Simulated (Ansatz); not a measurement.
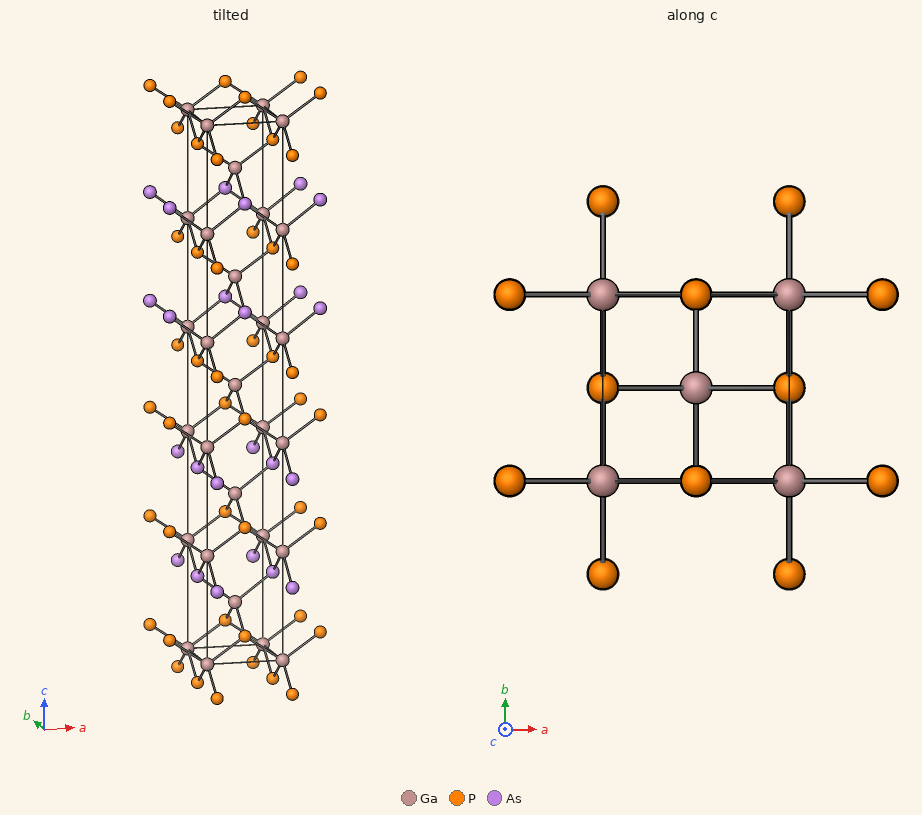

The image is a ball-and-stick drawing of a crystal, viewed slightly off an axis and along the c axis. The lines enclose the conventional unit cell; boundary atoms appear with their images. A few atoms beyond the faces are included.

Ga5As2P3, space group I-4m2 (No. 119), a = 3.958 Å, b = 3.958 Å, c = 28.033 Å, α = 90.00°, β = 90.00°, γ = 90.00°. Starting structure: a structure type filled with these elements by a generator (whether the compound takes this form wasn't checked). Earlier steps of the study, as a rule a relaxation of our own, may have changed the cell and positions, so they can lie some per cent off the listed ones. It was run through Ansatz as a DFT input.

This one geometry was computed with Ansatz (DFT, plane waves, PAW) at three levels of theory: PBE, LDA and r2SCAN.

> Which level gives the highest pressure at this volume, and what does that say about its equilibrium volume?

Highest: PBE (0.0 GPa), which points to the largest equilibrium volume. Lowest, with the smallest volume: LDA (-4.9 GPa). Levels within 0.5 GPa of each other can't be told apart.

> How does the band gap change with the level of theory?

LDA: a gap of 0.73 eV, direct; PBE: a gap of 0.94 eV, direct; r2SCAN: a gap of 1.43 eV, direct.

> Collect the results in a table.

| level | cutoff (eV) | k-mesh of the run's cell | gap (eV) | pressure (GPa) |
| --- | --- | --- | --- | --- |
| PBE | 420 | 10×10×10 | 0.94 | 0.0 |
| LDA | 420 | 10×10×10 | 0.73 | -4.9 |
| r2SCAN | 500 | 10×10×10 | 1.43 | -2.6 |

Gaps are taken on the k-mesh or band path of each run.
